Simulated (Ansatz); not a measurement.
The starting structures come from a database of crystals and need not be the phases stable at ambient conditions.

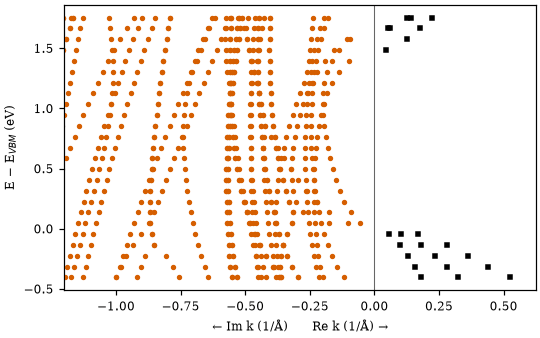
*Complex bands at the centre of the two-dimensional zone; PBEsol in Ansatz (a first-principles code)*

The gap is the functional's own. No spin-orbit coupling. Mid-gap values are interpolated on the energy grid.

### Question
This is Mg(ScS2)2 (Fd-3m, spinel, not sure to be the ambient phase, 14 atoms a cell, 21.7 Å³ an atom, -2 GPa at this level) along the normal of (110). Read off the slowest decay at the centre of the two-dimensional zone at 0.77 eV, the computed energy nearest the middle of the gap.

### Answer
κ ≈ 0.19 1/Å, a decay length 1/(2κ) of the density of 2.7 Å.
